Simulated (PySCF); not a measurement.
# One shape, several levels: CH3BClFSe (SMILES C[Se]B(F)Cl)

Wanted: a comparison of 6 runs (HF/STO-3G, HF/3-21G, HF/def2-SVP, PBE0/def2-SVP, TPSS/def2-TZVP, CCSD(T)/def2-SVP) of CH3BClFSe. 

The calculation is run with PySCF 2.14.0.

1 further run of the same task is left out (set aside as unsound or not needed).

### Step 1. The system as given

CH3BClFSe has 8 atoms, charge 0, and is taken as a singlet. As SMILES, `C[Se]B(F)Cl`. The shape is that of a PBE0-D4/def2-TZVP optimisation. This is one conformer, not always the lowest.

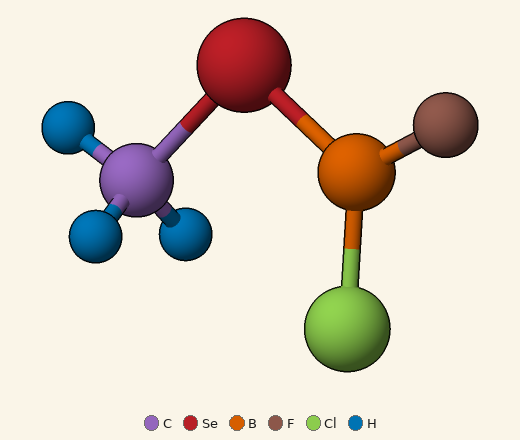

Viewed from a chosen angle; carbon purple, selenium red, boron orange, fluorine brown, chlorine green, hydrogen blue.

### Step 2. Energy and gradient at HF/STO-3G (run 1)

Input file input.py:

```python
# C[Se]B(F)Cl
from pyscf import gto

mol = gto.M(
    atom='''
C     -1.588315     1.643684    -1.003256
Se    -1.258936    -0.245097     2.139170
B      1.820373    -2.072085     1.486081
F      2.670939    -3.606353     3.257699
Cl     3.555142    -1.812247    -1.325832
H     -3.307588     2.758433    -0.825432
H      0.032692     2.881076    -1.247975
H     -1.750075     0.344686    -2.585712
''',
    max_memory=1860,
    basis='sto-3g',
    charge=0,
    unit='bohr',
    verbose=4,
    spin=0,
)

mf = mol.RHF()
mf.conv_tol = 1e-10
mf.kernel()
if not mf.converged:
    mf = mf.newton().run(mf.mo_coeff, mf.mo_occ)

energy = mf.e_tot
print('Final energy', energy)
grad = mf.nuc_grad_method().kernel()
mf.analyze()
```

The run is started by

```sh
$ OMP_NUM_THREADS=1 python input.py
```

Standard output:

```text
PySCF version 2.14.0

[... 76 lines left out ...]
Total Energy =                       -2989.841911164891371
[... 4 lines left out ...]
DFT Exchange-Correlation Energy =     -134.590895898292956
[... 6 lines left out ...]
MO #5   energy= -53.4999445930519  occ= 2
[... 4 lines left out ...]
MO #10  energy= -8.24841730999867  occ= 2
[... 4 lines left out ...]
MO #15  energy= -6.08933963668762  occ= 2
[... 4 lines left out ...]
MO #20  energy= -1.69973765898374  occ= 2
[... 4 lines left out ...]
MO #25  energy= -0.963495201304918 occ= 2
[... 4 lines left out ...]
MO #30  energy= -0.572931789871374 occ= 2
[... 4 lines left out ...]
MO #35  energy= -0.413893244136392 occ= 2
[... 4 lines left out ...]
MO #40  energy= 0.435348447252021  occ= 0
[... 4 lines left out ...]
MO #45  energy= 0.715030808941945  occ= 0
[... 17 lines left out ...]
pop of  1 Se 4px          1.39511
pop of  1 Se 4py          1.46951
pop of  1 Se 4pz          1.32137
pop of  1 Se 3dxy         1.99862
pop of  1 Se 3dyz         1.99896
pop of  1 Se 3dz^2        1.99898
pop of  1 Se 3dxz         1.99962
pop of  1 Se 3dx2-y2      1.99935
pop of  2 B 1s            1.99952
pop of  2 B 2s            0.91524
pop of  2 B 2px           0.70791
pop of  2 B 2py           0.58515
pop of  2 B 2pz           0.64800
pop of  3 F 1s            1.99994
pop of  3 F 2s            1.82559
pop of  3 F 2px           1.83923
pop of  3 F 2py           1.69672
pop of  3 F 2pz           1.69657
pop of  4 Cl 1s           2.00000
pop of  4 Cl 2s           1.99987
pop of  4 Cl 3s           1.88265
pop of  4 Cl 2px          1.99987
pop of  4 Cl 2py          1.99996
pop of  4 Cl 2pz          1.99972
pop of  4 Cl 3px          1.78937
pop of  4 Cl 3py          1.92406
pop of  4 Cl 3pz          1.56094
pop of  5 H 1s            0.94571
pop of  6 H 1s            0.94723
pop of  7 H 1s            0.94720
 ** Mulliken atomic charges  **
charge of    0C =     -0.15334
charge of    1Se =      0.06381
charge of    2B =      0.14417
charge of    3F =     -0.05805
charge of    4Cl =     -0.15645
charge of    5H =      0.05429
charge of    6H =      0.05277
charge of    7H =      0.05280
Dipole moment(X, Y, Z, Debye): -0.85413,  0.69303, -0.17287
```

Wall time 9.3 s (1 thread of Intel Xeon at 2.50GHz (Skylake/Cascade Lake), shared host); peak memory 0.12 GiB.

### Step 3. Energy and gradient at HF/3-21G (run 2)

Input file run.py:

```python
# C[Se]B(F)Cl
from pyscf import gto

system = gto.Mole()
system.atom = '''
C   -0.840500   0.869800  -0.530900
Se  -0.666200  -0.129700   1.132000
B    0.963300  -1.096500   0.786400
F    1.413400  -1.908400   1.723900
Cl   1.881300  -0.959000  -0.701600
H   -1.750300   1.459700  -0.436800
H    0.017300   1.524600  -0.660400
H   -0.926100   0.182400  -1.368300
'''
system.basis = '3-21g'
system.spin = 0
system.max_memory = 1860
system.verbose = 4
system.charge = 0
system.build()

mf = system.RHF()
mf.conv_tol = 1e-10
mf.kernel()
if not mf.converged:
    mf = mf.newton().run(mf.mo_coeff, mf.mo_occ)

e_tot = mf.e_tot
print('E = %.10f Eh' % e_tot)
grad = mf.nuc_grad_method().kernel()
dip = mf.dip_moment()
pop, q = mf.mulliken_pop()
```

The run is started by

```sh
$ OMP_NUM_THREADS=1 python run.py
```

Standard output:

```text
PySCF version 2.14.0

[... 64 lines left out ...]
converged SCF energy = -3008.74537757453
[... 12 lines left out ...]
Dipole moment(X, Y, Z, Debye): -1.43689,  1.44418, -0.81781
[... 38 lines left out ...]
pop of  2 B 3px           0.19425
pop of  2 B 3py           0.19594
pop of  2 B 3pz           0.11009
pop of  3 F 1s            1.98506
pop of  3 F 2s            0.44680
pop of  3 F 3s            1.52884
pop of  3 F 2px           0.85275
pop of  3 F 2py           0.80874
pop of  3 F 2pz           0.80642
pop of  3 F 3px           0.98791
pop of  3 F 3py           0.96774
pop of  3 F 3pz           0.94977
pop of  4 Cl 1s           1.99859
pop of  4 Cl 2s           1.95896
pop of  4 Cl 3s           1.11977
pop of  4 Cl 4s           0.90348
pop of  4 Cl 2px          1.96897
pop of  4 Cl 2py          1.97059
pop of  4 Cl 2pz          1.96651
pop of  4 Cl 3px          1.03008
pop of  4 Cl 3py          1.07034
pop of  4 Cl 3pz          0.96675
pop of  4 Cl 4px          0.76701
pop of  4 Cl 4py          0.87177
pop of  4 Cl 4pz          0.64498
pop of  5 H 1s            0.46158
pop of  5 H 2s            0.27757
pop of  6 H 1s            0.46211
pop of  6 H 2s            0.27448
pop of  7 H 1s            0.46217
pop of  7 H 2s            0.27437
 ** Mulliken atomic charges  **
charge of    0C =     -0.92917
charge of    1Se =      0.24455
charge of    2B =      0.46875
charge of    3F =     -0.33404
charge of    4Cl =     -0.23780
charge of    5H =      0.26085
charge of    6H =      0.26340
charge of    7H =      0.26346
```

Wall time 10 s (1 thread of Intel Xeon at 2.50GHz (Skylake/Cascade Lake), shared host); peak memory 0.14 GiB.

Runs 3 to 4 aren't shown in full; the table further down has their settings and results.

### Step 4. Energy and gradient at TPSS/def2-TZVP (run 5)

Input file input.py:

```python
import pyscf.grad
from pyscf import gto, dft

molecule = gto.M(
    atom='''
C     -0.840500     0.869800    -0.530900
Se    -0.666200    -0.129700     1.132000
B      0.963300    -1.096500     0.786400
F      1.413400    -1.908400     1.723900
Cl     1.881300    -0.959000    -0.701600
H     -1.750300     1.459700    -0.436800
H      0.017300     1.524600    -0.660400
H     -0.926100     0.182400    -1.368300
''',
    max_memory=1860,
    spin=0,
    basis='def2-tzvp',
    verbose=4,
)

ks = dft.RKS(molecule)
ks.xc = 'tpss'
ks.grids.level = 5
ks.conv_tol = 1e-10
ks.kernel()
if not ks.converged:
    ks = ks.newton().run(ks.mo_coeff, ks.mo_occ)

etot = ks.e_tot
print(f'total energy: {etot:.8f} hartree')
grad = ks.Gradients().kernel()
ks.analyze()
```

The run is started by

```sh
$ OMP_NUM_THREADS=1 python input.py
```

Standard output:

```text
PySCF version 2.14.0

[... 97 lines left out ...]
Two-electron Energy =                 1576.755323010961547
[... 19 lines left out ...]
MO #16  energy= -5.57192274812664  occ= 2
[... 17 lines left out ...]
MO #34  energy= -0.31796586123153  occ= 2
[... 17 lines left out ...]
MO #52  energy= 0.208946227027539  occ= 0
[... 17 lines left out ...]
MO #70  energy= 0.54513620174643   occ= 0
[... 17 lines left out ...]
MO #88  energy= 0.971648097935116  occ= 0
[... 17 lines left out ...]
MO #106 energy= 1.52732727451393   occ= 0
[... 17 lines left out ...]
MO #124 energy= 1.99622984138636   occ= 0
[... 17 lines left out ...]
MO #142 energy= 2.48035108012223   occ= 0
[... 17 lines left out ...]
MO #160 energy= 3.29088217096584   occ= 0
[... 17 lines left out ...]
MO #178 energy= 6.84677485378061   occ= 0
[... 17 lines left out ...]
MO #196 energy= 57.0451346780934   occ= 0
[... 168 lines left out ...]
pop of  4 Cl 4dxy         0.00007
pop of  4 Cl 4dyz         0.00021
pop of  4 Cl 4dz^2        0.00016
pop of  4 Cl 4dxz         0.00015
pop of  4 Cl 4dx2-y2      0.00010
pop of  4 Cl 4f-3         0.00003
pop of  4 Cl 4f-2         0.00015
pop of  4 Cl 4f-1         0.00010
pop of  4 Cl 4f+0         0.00023
pop of  4 Cl 4f+1         0.00058
pop of  4 Cl 4f+2         0.00022
pop of  4 Cl 4f+3         0.00003
pop of  5 H 1s            0.85724
pop of  5 H 2s            0.00523
pop of  5 H 3s            0.00288
pop of  5 H 2px           0.00043
pop of  5 H 2py           0.00022
pop of  5 H 2pz           0.00004
pop of  6 H 1s            0.85836
pop of  6 H 2s            0.00536
pop of  6 H 3s            0.00313
pop of  6 H 2px           0.00046
pop of  6 H 2py           0.00024
pop of  6 H 2pz           0.00010
pop of  7 H 1s            0.85831
pop of  7 H 2s            0.00536
pop of  7 H 3s            0.00313
pop of  7 H 2px           0.00003
pop of  7 H 2py           0.00035
pop of  7 H 2pz           0.00041
 ** Mulliken atomic charges  **
charge of    0C =     -0.40417
charge of    1Se =      0.13661
charge of    2B =      0.20653
charge of    3F =     -0.25920
charge of    4Cl =     -0.07849
charge of    5H =      0.13395
charge of    6H =      0.13237
charge of    7H =      0.13240
Dipole moment(X, Y, Z, Debye): -1.06269,  1.37275, -1.18239
```

Wall time 7.1 min (1 thread of Intel Xeon at 2.50GHz (Skylake/Cascade Lake), shared host); peak memory 3 GiB.

### Step 5. A single-point energy at CCSD(T)/def2-SVP (run 6)

Input file calc.py:

```python
# C[Se]B(F)Cl
from pyscf import gto, cc

mol = gto.M(
    atom='''
C     -1.588315     1.643684    -1.003256
Se    -1.258936    -0.245097     2.139170
B      1.820373    -2.072085     1.486081
F      2.670939    -3.606353     3.257699
Cl     3.555142    -1.812247    -1.325832
H     -3.307588     2.758433    -0.825432
H      0.032692     2.881076    -1.247975
H     -1.750075     0.344686    -2.585712
''',
    unit='bohr',
    basis='def2-svp',
    verbose=4,
    max_memory=1860,
    charge=0,
)

myscf = mol.RHF()
myscf.conv_tol = 1e-10
myscf.kernel()
if not myscf.converged:
    myscf = myscf.newton().run(myscf.mo_coeff, myscf.mo_occ)

mycc = cc.CCSD(myscf, frozen=17)
mycc.kernel()
e_t = mycc.ccsd_t()
energy = mycc.e_tot + e_t
print('E = %.10f Eh' % energy)
myscf.analyze()
```

The run is started by

```sh
$ OMP_NUM_THREADS=1 python calc.py
```

Standard output:

```text
PySCF version 2.14.0

[... 97 lines left out ...]
One-electron Energy =                -5004.356836093101265
[... 11 lines left out ...]
MO #7   energy= -26.3163492850256  occ= 2
[... 9 lines left out ...]
MO #17  energy= -6.63606868337109  occ= 2
[... 9 lines left out ...]
MO #27  energy= -0.790689347764949 occ= 2
[... 9 lines left out ...]
MO #37  energy= -0.36006869881682  occ= 2
[... 9 lines left out ...]
MO #47  energy= 0.389555313304859  occ= 0
[... 9 lines left out ...]
MO #57  energy= 0.765498411461077  occ= 0
[... 9 lines left out ...]
MO #67  energy= 1.01737662249502   occ= 0
[... 9 lines left out ...]
MO #77  energy= 1.49330038727835   occ= 0
[... 9 lines left out ...]
MO #87  energy= 2.03913761815214   occ= 0
[... 9 lines left out ...]
MO #97  energy= 3.25463820252836   occ= 0
[... 9 lines left out ...]
MO #107 energy= 4.20123277683598   occ= 0
[... 79 lines left out ...]
pop of  4 Cl 4s           0.00403
pop of  4 Cl 2px          1.99999
pop of  4 Cl 2py          2.00000
pop of  4 Cl 2pz          1.99999
pop of  4 Cl 3px          1.79263
pop of  4 Cl 3py          1.89823
pop of  4 Cl 3pz          1.60313
pop of  4 Cl 4px          0.00151
pop of  4 Cl 4py          0.00084
pop of  4 Cl 4pz          0.00199
pop of  4 Cl 3dxy         0.00071
pop of  4 Cl 3dyz         0.00134
pop of  4 Cl 3dz^2        0.00439
pop of  4 Cl 3dxz         0.00633
pop of  4 Cl 3dx2-y2      0.00096
pop of  5 H 1s            0.88030
pop of  5 H 2s            0.00917
pop of  5 H 2px           0.00126
pop of  5 H 2py           0.00063
pop of  5 H 2pz           0.00002
pop of  6 H 1s            0.88051
pop of  6 H 2s            0.00983
pop of  6 H 2px           0.00117
pop of  6 H 2py           0.00072
pop of  6 H 2pz           0.00007
pop of  7 H 1s            0.88046
pop of  7 H 2s            0.00984
pop of  7 H 2px           0.00005
pop of  7 H 2py           0.00071
pop of  7 H 2pz           0.00121
 ** Mulliken atomic charges  **
charge of    0C =     -0.31984
charge of    1Se =      0.08128
charge of    2B =      0.35206
charge of    3F =     -0.32354
charge of    4Cl =     -0.11401
charge of    5H =      0.10863
charge of    6H =      0.10769
charge of    7H =      0.10773
Dipole moment(X, Y, Z, Debye): -0.89316,  1.35875, -1.38258
```

Run time: 2.6 min. Hardware: 1 thread of Intel Xeon at 2.50GHz (Skylake/Cascade Lake), shared host; peak memory 0.78 GiB.

### Step 6. The series

```
run             level  integration grid      task   energy (Eh)  dipole moment (D) of the reference  HOMO energy (eV)  LUMO energy (eV)  wall time
  1         HF/STO-3G                 –  gradient  -2989.841911                                1.11             -7.83              6.77      9.3 s
  2          HF/3-21G                 –  gradient  -3008.745378                                2.20             -9.95              3.16       10 s
  3       HF/def2-SVP                 –  gradient  -3022.638875                                2.13             -9.80              3.33       34 s
  4     PBE0/def2-SVP                 5  gradient  -3025.311967                                1.99             -7.23             -0.38    1.8 min
  5    TPSS/def2-TZVP                 5  gradient  -3026.538224                                2.10             -6.29             -1.41    7.1 min
  6  CCSD(T)/def2-SVP                 –    energy  -3023.470361                                2.13             -9.80              3.33    2.6 min
```

### Step 7. What came out

| quantity | value |
| --- | --- |
| run 6: total energy | -3023.47036 Eh |
| run 6: dipole moment (Hartree–Fock density) | 2.13 D |
| run 6: HOMO energy (Hartree–Fock orbitals) | -9.80 eV |
| run 6: LUMO energy (Hartree–Fock orbitals) | 3.33 eV |
| run 6: HOMO–LUMO gap (Hartree–Fock orbitals) | 13.13 eV |
| run 6: correlation energy (17 core orbitals frozen) | -831.5 mEh |
| run 6: (T) correction | -21.29 mEh |
| run 6: T1 diagnostic | 0.011 |

What this shows: Over runs 1, 2, 3, 4, 5 the dipole moment (its size) runs from 1.11 D (HF/STO-3G) to 2.20 D (HF/3-21G). Over runs 1, 2, 3, 4, 5 the HOMO–LUMO gap runs from 4.88 eV (TPSS/def2-TZVP) to 14.60 eV (HF/STO-3G). The two ends differ in method and basis. Totals of different functionals can't be ranked against each other. In run 1 the basis is minimal, so the values are rough. All runs together took 12 min, the longest 7.1 min.
